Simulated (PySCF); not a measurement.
# Run report: SiNH4, geometry relaxation (part 1 of 2)

SiNH4, multiplicity 2, SMILES [NH][SiH3], computed with HF/STO-3G, UHF (PySCF 2.14.0).

The atoms were displaced at random from an optimised geometry. Figures and captions count atoms from 1; the log counts them from 0 in places.

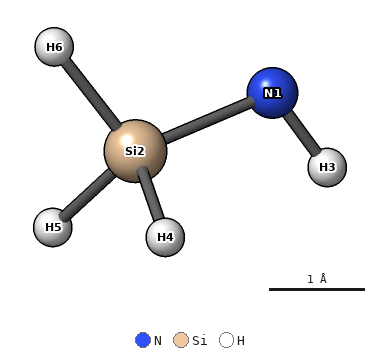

**Figure 1.** The structure as given in the input (ball-and-stick view, seen at an oblique angle; atoms are numbered from 1 in the order of the input).

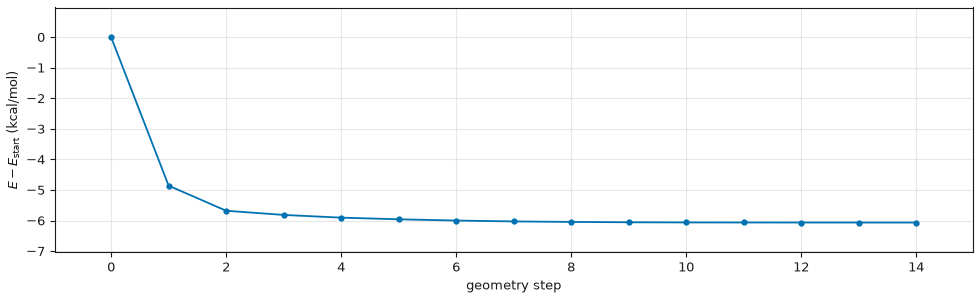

**Figure 2.** Progress of the relaxation, step by step (steps are counted from 0).

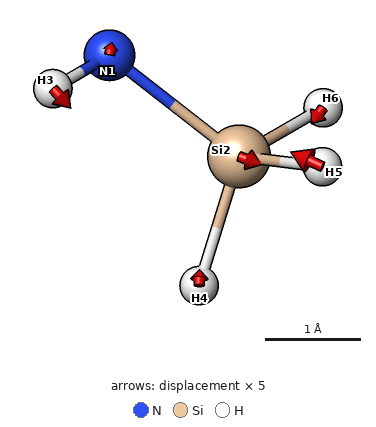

**Figure 3.** The starting structure with the displacements as red arrows, magnified 5 times (ball-and-stick view, seen at a tilt). The two geometries are laid on each other by the best rigid fit. Over 14 geometry steps the energy falls by 6.07 kcal/mol. The largest force component goes from 3.2 to 0.0061 eV/Å. The atom that moves furthest after the best rigid fit is H5 (0.079 Å). By element the largest moves are H 0.079 Å, Si 0.054 Å, N 0.029 Å. Distances before and after: Si2–H5 1.521 → 1.424 Å, N1–Si2 1.747 → 1.808 Å, Si2–H6 1.468 → 1.421 Å, Si2–H4 1.454 → 1.424 Å. Among the angles that change: Si2–N1–H3 110.3° → 105.3°, H5–Si2–H6 105.1° → 109.8°, H4–Si2–H5 105.4° → 109.2°. (Atoms are counted from 1 in the order of the input.)

The input that produced these results follows, with the program's output.

Input (input.py)
```python
from pyscf import gto
from pyscf.geomopt.geometric_solver import kernel as optimise

system = gto.M(
    atom='''
N        0.560339      -0.895183       0.925943
Si      -0.201139       0.317230      -0.075762
H        0.941071      -1.661619       0.337391
H       -1.270409      -0.242475      -0.885833
H        0.770045       0.942682      -1.065523
H       -0.695379       1.437252       0.735175
''',
    charge=0,
    verbose=3,
    spin=1,
    basis='sto-3g',
    max_memory=1860,
)

mf = system.UHF()
mf = mf.density_fit()
mf.max_cycle = 100
converged, mol_eq = optimise(mf, maxsteps=100, coordsys='cart')
print('converged:', converged)
print(mol_eq.tostring())

mf.reset(mol_eq)
system = mol_eq
mf.kernel()
if not mf.converged:
    mf = mf.newton().run(mf.mo_coeff, mf.mo_occ)
energy = mf.e_tot
print('E(%s) = %.9f' % ('HF', energy))
```

Command:
```bash
OMP_NUM_THREADS=1 python input.py
```

The program's output
```
#|     Arguments passed to driver run_optimizer():      |#
coordsys                  cart
customengine              <pyscf.geomopt.geometric_solver.PySCFEngine object>
maxiter                   100
----------------------------------------------------------
Custom engine selected.
Bonds will be generated from interatomic distances less than 1.20 times sum of covalent radii
18 Cartesian coordinates being used
Internal coordinate system (atoms numbered from 1):
Cartesian-X 1
Cartesian-Y 1
Cartesian-Z 1
Cartesian-X 2
Cartesian-Y 2
Cartesian-Z 2
Cartesian-X 3
Cartesian-Y 3
Cartesian-Z 3
Cartesian-X 4
Cartesian-Y 4
Cartesian-Z 4
Cartesian-X 5
Cartesian-Y 5
Cartesian-Z 5
Cartesian-X 6
Cartesian-Y 6
Cartesian-Z 6
<class 'geometric.internal.CartesianX'> : 6
<class 'geometric.internal.CartesianY'> : 6
<class 'geometric.internal.CartesianZ'> : 6
> ===== Optimization Info: ====
> Job type: Energy minimization
> Maximum number of optimization cycles: 100
> Initial / maximum trust radius (Angstrom): 0.100 / 0.300
> Convergence Criteria:
> Will converge when all 5 criteria are reached:
>  |Delta-E| < 1.00e-06
>  RMS-Grad  < 3.00e-04
>  Max-Grad  < 4.50e-04
>  RMS-Disp  < 1.20e-03
>  Max-Disp  < 1.80e-03
> === End Optimization Info ===

Geometry optimization cycle 1
Cartesian coordinates (Angstrom)
 Atom        New coordinates             dX        dY        dZ
   N   0.560339  -0.895183   0.925943    0.000000  0.000000  0.000000
  Si  -0.201139   0.317230  -0.075762    0.000000  0.000000  0.000000
   H   0.941071  -1.661619   0.337391    0.000000  0.000000  0.000000
   H  -1.270409  -0.242475  -0.885833    0.000000  0.000000  0.000000
   H   0.770045   0.942682  -1.065523    0.000000  0.000000  0.000000
   H  -0.695379   1.437252   0.735175    0.000000  0.000000  0.000000

WARN: Mole.unit (angstrom) is changed to Bohr

WARN: HOMO -0.194839821646346 >= LUMO -0.194839821646346

converged SCF energy = -341.626122829909  <S^2> = 0.75907649  2S+1 = 2.009056
--------------- DFUHF_Scanner gradients ---------------
         x                y                z
0 N    -0.0093885907     0.0126029222    -0.0299502683
1 Si     0.0022679783    -0.0619284484     0.0549426125
2 H    -0.0027429272     0.0062270095     0.0102145285
3 H    -0.0094682596    -0.0036636654    -0.0132359898
4 H     0.0252543410     0.0230356903    -0.0317578241
5 H    -0.0059225417     0.0237264919     0.0097869412
----------------------------------------------
cycle 1: E = -341.62612283  dE = -341.626  norm(grad) = 0.106314
Step    0 : Gradient = 4.340e-02/8.282e-02 (rms/max) Energy = -341.6261228299
Hessian Eigenvalues: 5.00000e-01 5.00000e-01 5.00000e-01 ... 5.00000e-01 5.00000e-01 5.00000e-01

Geometry optimization cycle 2
Cartesian coordinates (Angstrom)
 Atom        New coordinates             dX        dY        dZ
   N   0.570275  -0.908521   0.957641    0.009936 -0.013338  0.031698
  Si  -0.203539   0.382772  -0.133911   -0.002400  0.065542 -0.058149
   H   0.943974  -1.668209   0.326580    0.002903 -0.006590 -0.010811
   H  -1.260388  -0.238598  -0.871825    0.010021  0.003877  0.014008
   H   0.743317   0.918302  -1.031912   -0.026728 -0.024380  0.033611
   H  -0.689111   1.412141   0.724817    0.006268 -0.025111 -0.010358
converged SCF energy = -341.633865258355  <S^2> = 0.76216812  2S+1 = 2.0121313
--------------- DFUHF_Scanner gradients ---------------
         x                y                z
0 N     0.0089523712    -0.0179951167     0.0102961436
1 Si    -0.0041061815     0.0252782536    -0.0203982510
2 H     0.0014243971    -0.0025776788     0.0041629618
3 H    -0.0015007219    -0.0040903721    -0.0022442012
4 H    -0.0060230515    -0.0022502764     0.0048012539
5 H     0.0012531866     0.0016351905     0.0033820929
----------------------------------------------
cycle 2: E = -341.633865258  dE = -0.00774243  norm(grad) = 0.0413765
Step    1 : Displace = 4.594e-02/8.765e-02 (rms/max) Trust = 1.000e-01 (=) Grad = 1.689e-02/3.274e-02 (rms/max) E (change) = -341.6338652584 (-7.742e-03) Quality = 0.685
Along Cartesian-Y 2 0.583
Hessian Eigenvalues: 4.53673e-01 5.00000e-01 5.00000e-01 ... 5.00000e-01 5.00000e-01 7.22928e-01

Geometry optimization cycle 3
Cartesian coordinates (Angstrom)
 Atom        New coordinates             dX        dY        dZ
   N   0.563366  -0.894424   0.950333   -0.006909  0.014097 -0.007308
  Si  -0.200302   0.364443  -0.119286    0.003237 -0.018329  0.014625
   H   0.942916  -1.666337   0.322882   -0.001058  0.001872 -0.003699
   H  -1.258862  -0.235176  -0.869573    0.001526  0.003422  0.002252
   H   0.747334   0.919350  -1.034727    0.004017  0.001048 -0.002815
   H  -0.689924   1.410031   0.721762   -0.000814 -0.002110 -0.003055
converged SCF energy = -341.635172235609  <S^2> = 0.76085789  2S+1 = 2.0108286
--------------- DFUHF_Scanner gradients ---------------
         x                y                z
0 N    -0.0019547801     0.0022901769     0.0057267966
1 Si    -0.0028430703     0.0025393402    -0.0011721353
2 H     0.0047772565    -0.0093924361    -0.0021426496
3 H    -0.0009575452    -0.0020701999    -0.0026648739
4 H     0.0004038363     0.0029247510    -0.0026221126
5 H     0.0005743027     0.0037083679     0.0028749747
----------------------------------------------
cycle 3: E = -341.635172236  dE = -0.00130698  norm(grad) = 0.0149547
Step    2 : Displace = 1.250e-02/2.367e-02 (rms/max) Trust = 1.000e-01 (=) Grad = 6.105e-03/1.075e-02 (rms/max) E (change) = -341.6351722356 (-1.307e-03) Quality = 1.095
Along Cartesian-Y 2 -0.599
Hessian Eigenvalues: 3.62480e-01 4.64773e-01 5.00000e-01 ... 5.00000e-01 5.00000e-01 8.93877e-01

Geometry optimization cycle 4
Cartesian coordinates (Angstrom)
 Atom        New coordinates             dX        dY        dZ
   N   0.564301  -0.894326   0.942487    0.000935  0.000098 -0.007846
  Si  -0.196393   0.358295  -0.115405    0.003910 -0.006148  0.003880
   H   0.937219  -1.655183   0.324533   -0.005698  0.011154  0.001651
   H  -1.257382  -0.232075  -0.865952    0.001480  0.003100  0.003621
   H   0.747488   0.916019  -1.032035    0.000154 -0.003331  0.002692
   H  -0.690706   1.405158   0.717763   -0.000781 -0.004873 -0.003999
converged SCF energy = -341.635390676173  <S^2> = 0.76016538  2S+1 = 2.0101397
--------------- DFUHF_Scanner gradients ---------------
         x                y                z
0 N     0.0010531242    -0.0045086119    -0.0057015067
1 Si    -0.0003012984    -0.0021913381     0.0026046508
2 H    -0.0006535015     0.0015966656     0.0060401502
3 H    -0.0004401449    -0.0009369894    -0.0020601651
4 H    -0.0001014379     0.0029726767    -0.0024430578
5 H     0.0004432585     0.0030675972     0.0015599287
----------------------------------------------
cycle 4: E = -341.635390676  dE = -0.000218441  norm(grad) = 0.0117155
Step    3 : Displace = 7.893e-03/1.263e-02 (rms/max) Trust = 1.414e-01 (+) Grad = 4.783e-03/7.345e-03 (rms/max) E (change) = -341.6353906762 (-2.184e-04) Quality = 0.833
Along Cartesian-Y 3 0.577
Hessian Eigenvalues: 2.25890e-01 4.93177e-01 5.00000e-01 ... 5.00000e-01 7.79283e-01 1.02397e+00

Geometry optimization cycle 5
Cartesian coordinates (Angstrom)
 Atom        New coordinates             dX        dY        dZ
   N   0.563627  -0.890039   0.944887   -0.000675  0.004287  0.002400
  Si  -0.194650   0.358229  -0.116549    0.001743 -0.000066 -0.001144
   H   0.935741  -1.652589   0.319522   -0.001477  0.002594 -0.005011
   H  -1.256316  -0.229991  -0.862600    0.001066  0.002085  0.003351
   H   0.747471   0.911933  -1.028608   -0.000018 -0.004086  0.003427
   H  -0.691345   1.400344   0.714739   -0.000639 -0.004814 -0.003024
converged SCF energy = -341.635531893984  <S^2> = 0.76019486  2S+1 = 2.010169
--------------- DFUHF_Scanner gradients ---------------
         x                y                z
0 N    -0.0014110585     0.0004206801    -0.0025185457
1 Si     0.0012877428    -0.0014271396     0.0008280753
2 H     0.0008824733    -0.0016465067     0.0024207814
3 H     0.0004187169    -0.0000796348    -0.0009413433
4 H    -0.0021148842     0.0016408321    -0.0003051765
5 H     0.0009370098     0.0010917690     0.0005162089
----------------------------------------------
cycle 5: E = -341.635531894  dE = -0.000141218  norm(grad) = 0.00573622
Step    4 : Displace = 4.845e-03/5.832e-03 (rms/max) Trust = 2.000e-01 (+) Grad = 2.342e-03/3.058e-03 (rms/max) E (change) = -341.6355318940 (-1.412e-04) Quality = 1.336
Along Cartesian-Z 3 -0.422
Hessian Eigenvalues: 1.45505e-01 4.79982e-01 4.99011e-01 ... 5.00000e-01 7.16870e-01 1.18093e+00

Geometry optimization cycle 6
Cartesian coordinates (Angstrom)
 Atom        New coordinates             dX        dY        dZ
   N   0.565337  -0.888062   0.948451    0.001710  0.001977  0.003564
  Si  -0.195219   0.358638  -0.117047   -0.000569  0.000409 -0.000498
   H   0.932836  -1.647172   0.313512   -0.002905  0.005417 -0.006010
   H  -1.256218  -0.228329  -0.859001    0.000098  0.001661  0.003600
   H   0.751057   0.907118  -1.026388    0.003586 -0.004815  0.002220
   H  -0.693265   1.395694   0.711864   -0.001920 -0.004650 -0.002875
converged SCF energy = -341.635617414085  <S^2> = 0.76027677  2S+1 = 2.0102505
--------------- DFUHF_Scanner gradients ---------------
         x                y                z
0 N    -0.0013212301     0.0008823523    -0.0000820696
1 Si    -0.0006302959     0.0003210020    -0.0004732195
2 H     0.0009580028    -0.0019101693     0.0009066712
3 H     0.0014985731     0.0008240988     0.0002741885
4 H    -0.0021625224     0.0011618922     0.0001741159
5 H     0.0016574725    -0.0012791761    -0.0007996866
----------------------------------------------
cycle 6: E = -341.635617414  dE = -8.55201e-05  norm(grad) = 0.00476693
Step    5 : Displace = 5.545e-03/8.596e-03 (rms/max) Trust = 2.828e-01 (+) Grad = 1.946e-03/2.461e-03 (rms/max) E (change) = -341.6356174141 (-8.552e-05) Quality = 1.365
Along Cartesian-Z 3 -0.443
Hessian Eigenvalues: 8.03958e-02 3.83681e-01 4.99427e-01 ... 5.95148e-01 8.39160e-01 1.22188e+00

Geometry optimization cycle 7
Cartesian coordinates (Angstrom)
 Atom        New coordinates             dX        dY        dZ
   N   0.568009  -0.886257   0.951712    0.002673  0.001805  0.003262
  Si  -0.193750   0.358068  -0.116831    0.001470 -0.000570  0.000216
   H   0.929134  -1.640152   0.306339   -0.003702  0.007020 -0.007173
   H  -1.258224  -0.227898  -0.856074   -0.002006  0.000431  0.002926
   H   0.756726   0.900863  -1.024103    0.005669 -0.006255  0.002284
   H  -0.697368   1.393263   0.710349   -0.004103 -0.002431 -0.001516
converged SCF energy = -341.635683608736  <S^2> = 0.76029051  2S+1 = 2.0102642
--------------- DFUHF_Scanner gradients ---------------
         x                y                z
0 N    -0.0011069306     0.0010090072     0.0014661122
1 Si     0.0006933849     0.0003518266    -0.0014749849
2 H     0.0005036564    -0.0011468369    -0.0001233103
3 H     0.0007443632     0.0009383001     0.0003760860
4 H    -0.0021051790     0.0007192698     0.0005090870
5 H     0.0012707050    -0.0018715668    -0.0007529899
----------------------------------------------
cycle 7: E = -341.635683609  dE = -6.61947e-05  norm(grad) = 0.00460715
Step    6 : Displace = 6.485e-03/1.070e-02 (rms/max) Trust = 3.000e-01 (+) Grad = 1.881e-03/2.384e-03 (rms/max) E (change) = -341.6356836087 (-6.619e-05) Quality = 1.392
Along Cartesian-Z 3 -0.452
Hessian Eigenvalues: 5.54078e-02 3.26274e-01 4.99936e-01 ... 6.16208e-01 8.19793e-01 1.17594e+00

Geometry optimization cycle 8
Cartesian coordinates (Angstrom)
 Atom        New coordinates             dX        dY        dZ
   N   0.571138  -0.885351   0.953239    0.003128  0.000906  0.001527
  Si  -0.194266   0.358055  -0.115193   -0.000517 -0.000013  0.001638
   H   0.926233  -1.634454   0.300153   -0.002901  0.005698 -0.006186
   H  -1.260265  -0.228704  -0.854026   -0.002040 -0.000806  0.002048
   H   0.763633   0.894851  -1.022681    0.006907 -0.006012  0.001423
   H  -0.701945   1.393491   0.709899   -0.004577  0.000228 -0.000450
converged SCF energy = -341.63572930189  <S^2> = 0.76029406  2S+1 = 2.0102677
--------------- DFUHF_Scanner gradients ---------------
         x                y                z
0 N    -0.0003643400     0.0001804272     0.0018226071
1 Si     0.0002273874     0.0000722724    -0.0007948732
2 H    -0.0000952599     0.0000117632    -0.0002087607
3 H    -0.0000001230     0.0007505529     0.0001736331
4 H    -0.0006041200     0.0008989298    -0.0004573890
5 H     0.0008364555    -0.0019139455    -0.0005352173
----------------------------------------------
cycle 8: E = -341.635729302  dE = -4.56932e-05  norm(grad) = 0.0032945
Step    7 : Displace = 5.932e-03/9.261e-03 (rms/max) Trust = 3.000e-01 (=) Grad = 1.345e-03/2.156e-03 (rms/max) E (change) = -341.6357293019 (-4.569e-05) Quality = 1.348
Along Cartesian-X 5 0.475
Hessian Eigenvalues: 4.64417e-02 2.69081e-01 4.99943e-01 ... 6.26184e-01 7.58314e-01 1.14180e+00

Geometry optimization cycle 9
Cartesian coordinates (Angstrom)
 Atom        New coordinates             dX        dY        dZ
   N   0.573253  -0.884775   0.952350    0.002115  0.000577 -0.000889
  Si  -0.194894   0.358477  -0.113802   -0.000628  0.000422  0.001392
   H   0.925004  -1.631827   0.296477   -0.001229  0.002627 -0.003676
   H  -1.261301  -0.230152  -0.853009   -0.001036 -0.001448  0.001017
   H   0.768043   0.890080  -1.020951    0.004410 -0.004771  0.001730
   H  -0.705576   1.396084   0.710326   -0.003632  0.002593  0.000427
converged SCF energy = -341.635755349922  <S^2> = 0.76026318  2S+1 = 2.010237
--------------- DFUHF_Scanner gradients ---------------
         x                y                z
0 N     0.0000653149    -0.0003568244     0.0011523317
1 Si     0.0005867039    -0.0004824498    -0.0005198956
2 H    -0.0004309870     0.0007308774     0.0001467384
3 H    -0.0005825848     0.0003902612    -0.0001168855
4 H     0.0001866220     0.0007651319    -0.0008239822
5 H     0.0001749310    -0.0010469963     0.0001616932
```
